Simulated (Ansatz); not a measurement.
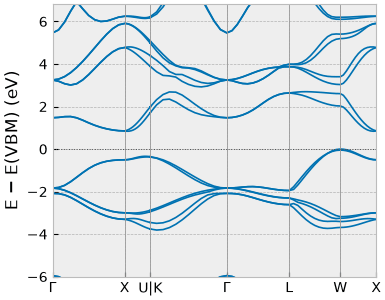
Fig. 1. Band structure from plane-wave PAW r²SCAN with spin–orbit coupling (Ansatz code)

Question: Read off the gap and where the band edges lie.

Answer: About 0.8 eV (0.84 eV by a search for the band edges); maximum at W, minimum on the W–X line, 92 % of the way from W.

The material is PbS (zinc blende, space group No. 216).

Space group F-43m (zinc blende). The start of the workflow was typed in or built on a structure type; neither database checked (COD, Materials Project) lists it. It is not the phase usual at ambient conditions (space group No. 225). The cell was relaxed with r²SCAN under the symmetry of its start. At this level the phase is mechanically unstable.

Potentials: the later of the program's two PAW sets.
